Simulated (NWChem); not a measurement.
# One shape, several levels: AlCNClOF (SMILES O=C=[N][Al]([F])[Cl])

Aim: a comparison of 5 runs (HF/STO-3G, HF/3-21G, B3LYP/6-31G*, M06-2X/6-311+G**) of AlCNClOF. 

The results are computed with NWChem 7.3.0.

### Step 1. The system as given

The species is AlCNClOF (6 atoms), meant as a singlet with charge 0. SMILES: `O=C=[N][Al]([F])[Cl]`. The shape is that of a PBE0-D4/def2-TZVP optimisation. This is one conformer, not always the lowest.

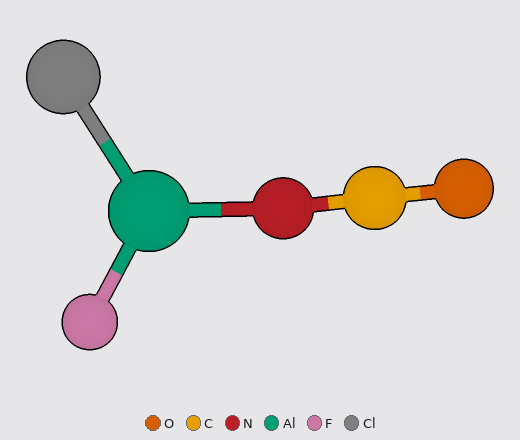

The structure, seen from a chosen angle (oxygen orange, carbon amber, nitrogen red, aluminium teal, fluorine pink, chlorine grey).

### Step 2. Energy and forces at HF/STO-3G (run 1)

File nw.nw:

```
start nw
title "CAlClFNO"
memory 2200 mb

geometry units angstroms noautosym nocenter noautoz
 O     -1.726000    -0.301300     2.353900
 C     -1.034500    -0.244700     1.421600
 N     -0.321400    -0.196300     0.461800
 Al     0.694800     0.033100    -0.933400
 F      1.379200    -1.268200    -1.642400
 Cl     1.050000     1.913400    -1.707800
end

basis spherical bse
 * library STO-3G
end

scf
 thresh 1e-08
 maxiter 80
end

task scf gradient
```

Started as:

```console
$ nwchem nw.nw > nw.out
```

Standard output:

```text
[...]
  functions       =    38
[...]
  wavefunction    = RHF
[...]
         Total SCF energy =   -956.788811810128
      One-electron energy =  -1926.009531047064
      Two-electron energy =    670.504041029039
 Nuclear repulsion energy =    298.716678207897
        Time for solution =      2.4s
[...]
                         RHF ENERGY GRADIENTS
    atom               coordinates                        gradient
                 x          y          z           x          y          z
   1 O      -3.261667  -0.569374   4.448226    0.044358   0.004519  -0.059952
   2 C      -1.954922  -0.462416   2.686434   -0.043786  -0.005654   0.059368
   3 N      -0.607358  -0.370953   0.872675   -0.018628  -0.004804   0.025658
   4 Al      1.312982   0.062550  -1.763870    0.004021   0.027215  -0.009644
   5 F       2.606310  -2.396550  -3.103686    0.012585  -0.024936  -0.012894
   6 Cl      1.984212   3.615802  -3.227274    0.001450   0.003661  -0.002535
[...]
```

It took 4.5 s on 1 thread of AMD EPYC 7B13 (Zen 3), shared host; peak memory 0.1 GiB.

### Step 3. Energy and forces at HF/3-21G (run 2)

File a.xyz:

```xyz
6
CAlClFNO hf
O     -1.726000    -0.301300     2.353900
C     -1.034500    -0.244700     1.421600
N     -0.321400    -0.196300     0.461800
Al     0.694800     0.033100    -0.933400
F      1.379200    -1.268200    -1.642400
Cl     1.050000     1.913400    -1.707800
```

File a.nw:

```
start a
title "CAlClFNO hf"
memory 2200 mb
geometry units angstrom noautosym nocenter noautoz
 load a.xyz
end
basis spherical bse
 * library 3-21G
end
scf
 thresh 1e-08
 maxiter 80
 print medium
end
task scf gradient
```

Started as:

```console
$ nwchem a.nw > a.out
```

Standard output:

```text
[...]
  functions       =    62
[...]
  wavefunction    = RHF
[...]
         Total SCF energy =   -963.261540857994
      One-electron energy =  -1928.260177175772
      Two-electron energy =    666.281958109881
 Nuclear repulsion energy =    298.716678207897
        Time for solution =      2.4s
[...]
                         RHF ENERGY GRADIENTS
    atom               coordinates                        gradient
                 x          y          z           x          y          z
   1 O      -3.261667  -0.569374   4.448226    0.002952  -0.000018  -0.003941
   2 C      -1.954922  -0.462416   2.686434   -0.018318   0.001834   0.024142
   3 N      -0.607358  -0.370953   0.872675    0.012211  -0.004569  -0.015539
   4 Al      1.312982   0.062550  -1.763870    0.012781   0.033326  -0.022377
   5 F       2.606310  -2.396550  -3.103686   -0.002735   0.003796   0.003041
   6 Cl      1.984212   3.615802  -3.227274   -0.006890  -0.034369   0.014673
[...]
```

Wall time 5.1 s (1 thread of AMD EPYC 7B13 (Zen 3), shared host); peak memory 0.1 GiB.

Run 3 isn't shown in full; the table further down has it.

### Step 4. Energy and gradient at B3LYP/6-31G(d) (Cartesian functions) (run 4)

File run.py:

```python
from ase import Atoms
from ase.calculators.nwchem import NWChem

molecule = Atoms(['O', 'C', 'N', 'Al', 'F', 'Cl'], positions=[
    [-1.726000, -0.301300, 2.353900],
    [-1.034500, -0.244700, 1.421600],
    [-0.321400, -0.196300, 0.461800],
    [0.694800, 0.033100, -0.933400],
    [1.379200, -1.268200, -1.642400],
    [1.050000, 1.913400, -1.707800],
])

calc = NWChem(
    label='calclfno',
    theory='dft',
    memory='2200 mb',
    basis='6-31G*',
    dft={'xc': 'b3lyp', 'mult': '1', 'grid': 'fine', 'convergence': 'energy 1e-08', 'iterations': '100', 'mulliken': None},
)
molecule.calc = calc

forces = molecule.get_forces()
e = molecule.get_potential_energy()
print(f"E = {e:.6f} eV")
print("forces (eV/A):")
for s, f in zip(molecule.symbols, forces):
    print(f"{s:2s} {f[0]:10.5f} {f[1]:10.5f} {f[2]:10.5f}")
print("dipole (e A):", molecule.get_dipole_moment().round(4))
```

Started as:

```console
$ export ASE_NWCHEM_COMMAND="nwchem PREFIX.nwi > PREFIX.nwo"
$ python run.py
```

Standard output:

```text
E = -26415.541739 eV
forces (eV/A):
O    -0.80290   -0.06952    1.08331
C     0.20816    0.01064   -0.27953
N     0.34581    0.03126   -0.46614
Al    0.02946   -0.04242   -0.03435
F     0.15560   -0.28575   -0.16198
Cl    0.06381    0.35574   -0.14131
dipole (e A): [ 0.0392  0.0163 -0.0543]
```

The calculator wrote calclfno.nwi:

```
title "calclfno"

permanent_dir calclfno

scratch_dir calclfno

start calclfno

geometry units angstrom nocenter noautosym noautoz
  O  -1.7260000000000000e+00 -3.0130000000000001e-01 2.3538999999999999e+00
  C  -1.0345000000000000e+00 -2.4470000000000000e-01 1.4216000000000000e+00
  N  -3.2140000000000002e-01 -1.9630000000000000e-01 4.6179999999999999e-01
  Al 6.9479999999999997e-01 3.3099999999999997e-02 -9.3340000000000001e-01
  F  1.3792000000000000e+00 -1.2682000000000000e+00 -1.6424000000000001e+00
  Cl 1.0500000000000000e+00 1.9134000000000000e+00 -1.7078000000000000e+00
end

memory 2200 mb

basis noprint
   * library 6-31G*
end

dft
  xc b3lyp
  mult 1
  grid fine
  convergence energy 1e-08
  iterations 100
  mulliken
end

task dft gradient
```

calclfno.nwo:

```text
Northwest Computational Chemistry Package (NWChem) 7.3.0
             --------------------------------------------------------

           Job information
           ---------------

    nwchem branch   = 7.3.0
    use scalapack   = T
    input           = calclfno.nwi
    prefix          = calclfno.
    data base       = calclfno/calclfno.db
    status          = startup
    nproc           =        1

           Memory information
           ------------------

    heap     =     72089594 doubles =      550.0 Mbytes
    stack    =     72089599 doubles =      550.0 Mbytes
    global   =    144179200 doubles =     1100.0 Mbytes (distinct from heap & stack)
    total    =    288358393 doubles =     2200.0 Mbytes
    verify   = yes
    hardfail = no

[... 106 lines left out ...]
  convergence criterion.
[... 43 lines left out ...]
          Spatial weights used:  Erf1
[... 76 lines left out ...]
         Total DFT energy =     -970.753261725670
[... 3 lines left out ...]
 Nuclear repulsion energy =      298.716678207896
[... 754 lines left out ...]
          Convergence on gradient requested:  5.00D-04
[... 30 lines left out ...]
          total energy or number of iterations.
[... 37 lines left out ...]
                 ----------------------------------------
                 |  Time  |  1-e(secs)   |  2-e(secs)   |
                 ----------------------------------------
                 |  CPU   |       0.01   |      13.18   |
                 ----------------------------------------
                 |  WALL  |       0.01   |      13.18   |
                 ----------------------------------------

 Task  times  cpu:       30.7s     wall:       30.7s
 Total times  cpu:       30.7s     wall:       30.7s
```

It took 32 s on 1 thread of AMD EPYC 7B13 (Zen 3), shared host; peak memory 0.12 GiB.

### Step 5. Energy and forces at M06-2X/6-311+G(d,p) (run 5)

File run.py:

```python
from ase import Atoms
from ase.calculators.nwchem import NWChem

atoms = Atoms(['O', 'C', 'N', 'Al', 'F', 'Cl'], positions=[
    [-1.726000, -0.301300, 2.353900],
    [-1.034500, -0.244700, 1.421600],
    [-0.321400, -0.196300, 0.461800],
    [0.694800, 0.033100, -0.933400],
    [1.379200, -1.268200, -1.642400],
    [1.050000, 1.913400, -1.707800],
])

calc = NWChem(
    label='calclfno',
    theory='dft',
    memory='2200 mb',
    basis='6-311+G**',
    basispar='spherical bse',
    dft={'xc': 'm06-2x', 'mult': '1', 'grid': 'fine', 'convergence': 'energy 1e-08', 'iterations': '100', 'mulliken': None},
)
atoms.calc = calc

forces = atoms.get_forces()
print("Total energy (eV):", round(atoms.get_potential_energy(), 6))
print("forces (eV/A):")
for s, f in zip(atoms.symbols, forces):
    print(f"{s:2s} {f[0]:10.5f} {f[1]:10.5f} {f[2]:10.5f}")
print("dipole (e A):", atoms.get_dipole_moment().round(4))
```

Started as:

```console
$ export ASE_NWCHEM_COMMAND="nwchem PREFIX.nwi > PREFIX.nwo"
$ python run.py
```

Standard output:

```text
Total energy (eV): -26415.037985
forces (eV/A):
O     0.11395    0.01594   -0.15452
C    -0.19762   -0.04839    0.27182
N    -0.03101    0.03898    0.03538
Al   -0.14146    0.48476    0.11045
F     0.26004   -0.46414   -0.27336
Cl   -0.00396   -0.02715    0.01023
dipole (e A): [ 0.0422  0.0839 -0.069 ]
```

The calculator wrote calclfno.nwi:

```
title "calclfno"

permanent_dir calclfno

scratch_dir calclfno

start calclfno

geometry units angstrom nocenter noautosym noautoz
  O  -1.7260000000000000e+00 -3.0130000000000001e-01 2.3538999999999999e+00
  C  -1.0345000000000000e+00 -2.4470000000000000e-01 1.4216000000000000e+00
  N  -3.2140000000000002e-01 -1.9630000000000000e-01 4.6179999999999999e-01
  Al 6.9479999999999997e-01 3.3099999999999997e-02 -9.3340000000000001e-01
  F  1.3792000000000000e+00 -1.2682000000000000e+00 -1.6424000000000001e+00
  Cl 1.0500000000000000e+00 1.9134000000000000e+00 -1.7078000000000000e+00
end

memory 2200 mb

basis spherical bse noprint
   * library 6-311+G**
end

dft
  xc m06-2x
  mult 1
  grid fine
  convergence energy 1e-08
  iterations 100
  mulliken
end

task dft gradient
```

calclfno.nwo:

```text
Northwest Computational Chemistry Package (NWChem) 7.3.0
             --------------------------------------------------------

           Job information
           ---------------

    nwchem branch   = 7.3.0
    use scalapack   = T
    input           = calclfno.nwi
    prefix          = calclfno.
    data base       = calclfno/calclfno.db
    status          = startup
    nproc           =        1

           Memory information
           ------------------

    heap     =     72089594 doubles =      550.0 Mbytes
    stack    =     72089599 doubles =      550.0 Mbytes
    global   =    144179200 doubles =     1100.0 Mbytes (distinct from heap & stack)
    total    =    288358393 doubles =     2200.0 Mbytes
    verify   = yes
    hardfail = no

[... 106 lines left out ...]
  convergence criterion.
[... 41 lines left out ...]
          Spatial weights used:  Erf1
[... 76 lines left out ...]
         Total DFT energy =     -970.734749108713
[... 3 lines left out ...]
 Nuclear repulsion energy =      298.716678207896
[... 1118 lines left out ...]
          Convergence on gradient requested:  5.00D-04
[... 28 lines left out ...]
          total energy or number of iterations.
[... 37 lines left out ...]
                 ----------------------------------------
                 |  Time  |  1-e(secs)   |  2-e(secs)   |
                 ----------------------------------------
                 |  CPU   |       0.01   |      36.74   |
                 ----------------------------------------
                 |  WALL  |       0.01   |      36.74   |
                 ----------------------------------------

 Task  times  cpu:       82.4s     wall:       82.4s
 Total times  cpu:       82.4s     wall:       82.4s
```

It took 84 s on 1 thread of AMD EPYC 7B13 (Zen 3), shared host; peak memory 0.14 GiB.

### Step 6. All runs side by side

| run | level | iteration cap | module | energy (Eh) | dipole moment (D) | HOMO energy (eV) | LUMO energy (eV) | wall time |
| --- | --- | --- | --- | --- | --- | --- | --- | --- |
| 1 | HF/STO-3G | 80 | scf | -956.788812 | 1.64 | -8.66 | 7.23 | 4.5 s |
| 2 | HF/3-21G | 80 | scf | -963.261541 | 0.43 | -12.41 | 1.76 | 5.1 s |
| 3 | B3LYP/6-31G* (spherical functions) | 100 | dft | -970.743594 | 0.32 | -8.68 | -1.27 | 31 s |
| 4 | B3LYP/6-31G* (Cartesian functions) | 100 | dft | -970.753262 | 0.33 | -8.68 | -1.28 | 32 s |
| 5 | M06-2X/6-311+G** | 100 | dft | -970.734749 | 0.56 | -10.68 | -1.09 | 84 s |

### Step 7. What came out

```
                       quantity          value
            run 5: total energy  -970.73475 Eh
           run 5: dipole moment         0.56 D
             run 5: HOMO energy      -10.68 eV
             run 5: LUMO energy       -1.09 eV
           run 5: HOMO–LUMO gap        9.59 eV
run 5: largest force on an atom     0.598 eV/Å
```

What this shows: The dipole moment (its size) runs from 0.32 D (B3LYP/6-31G*) to 1.64 D (HF/STO-3G). The two ends differ in method and basis. The HOMO–LUMO gap runs from 7.40 eV (B3LYP/6-31G*) to 15.89 eV (HF/STO-3G). Totals of different functionals can't be ranked against each other. In run 1 the basis is minimal, so the values are rough. All runs together took 2.6 min, the longest 84 s.
